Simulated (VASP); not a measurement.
Band structure of P (relaxed from the A7 structure, space group R-3m). Calculation: PBEsol GGA, VASP's PBE PAW potentials (set 64) (plane waves; VASP).

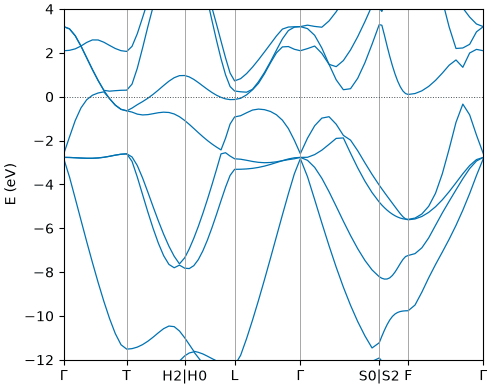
Fig. 1. Bands along high-symmetry lines, zero at the valence-band maximum or, without a gap, the Fermi level

Task: Read the plot: is there a gap, and where are the band edges?

Result: It has no gap at this level: it comes out as a metal or semimetal. (Edges off the drawn lines would not show.)

The structure was generated: P was put into the A7 type (R-3m), which need not be its known phase. It was relaxed first, which changed the volume by +15 %.
